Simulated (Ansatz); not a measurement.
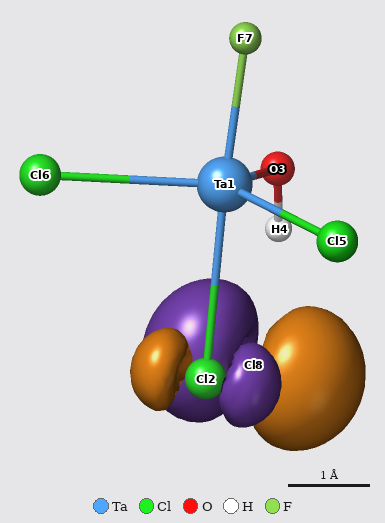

Figure. Cl₃FHOTa···Cl (doublet). The HOMO−1 (α) at ±0.2 Å⁻³ᐟ² (orange and purple are the two phases), seen at an oblique angle.

Core potentials replace the inner electrons of Ta.

Method: UKS PBE/def2-SVP (Ansatz).

| atom | x (Å) | y (Å) | z (Å) |
| --- | --- | --- | --- |
| Ta | -0.1033 | -0.0444 | -0.1137 |
| Cl | 2.1629 | 0.8490 | -0.6531 |
| O | 0.7509 | -0.8648 | 1.2970 |
| H | 1.7395 | -0.7101 | 1.5687 |
| Cl | -0.0790 | -1.0248 | -2.2097 |
| Cl | -0.8476 | 2.1147 | 0.2019 |
| F | -1.7780 | -0.7979 | 0.2982 |
| Cl | 3.4798 | 0.0285 | 1.5178 |

### What is the character of this orbital?

It lies mainly on Cl8 (about 80 %) and Cl2 (about 15 %); largely a lone pair of Cl8. Its energy is −7.57 eV.
